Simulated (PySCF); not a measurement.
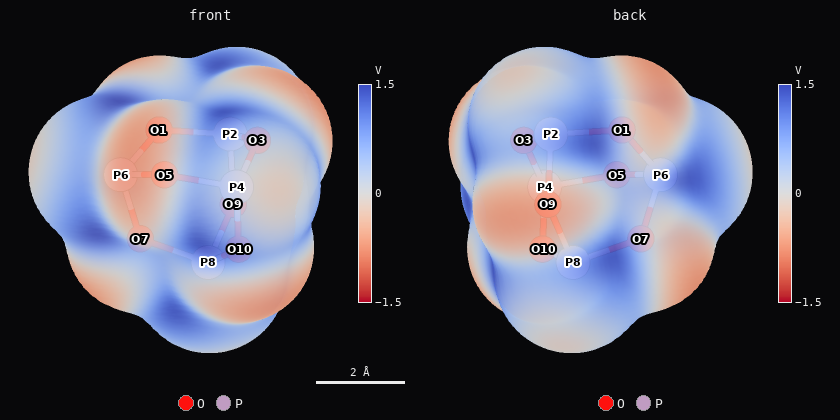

The picture shows: O$_{6}$P$_{4}$. The electrostatic potential painted on the density surface at 0.002 e/bohr³, seen from the front and from behind; the colour scale runs from red (negative) to blue (positive).

Geometry: PBE0-D3(BJ)/def2-SVP.

All numbers below come from PBE0/pcSseg-1, SCF density, gas phase, non-relativistic in PySCF.

```xyz
10

O     1.2067   -1.2485    0.0782
P     1.4290   -0.2281    1.3789
O     1.3203    1.2356    0.5861
P     0.1287    1.7393   -0.4652
O     0.1057    0.4196   -1.4852
P    -0.0058   -1.1909   -1.0660
O    -1.3237   -1.1065   -0.0472
P    -1.5568   -0.0612    1.2322
O    -0.1075   -0.2901    2.0252
O    -1.2097    1.3770    0.4622
```

Where is the surface potential most negative and most positive?

Answer. The most negative region (about −0.7 V, or −16 kcal/mol for a unit charge) lies over the O atoms, the most positive (about +1.4 V, or +32 kcal/mol for a unit charge) over P2, P4, P6 and P8.
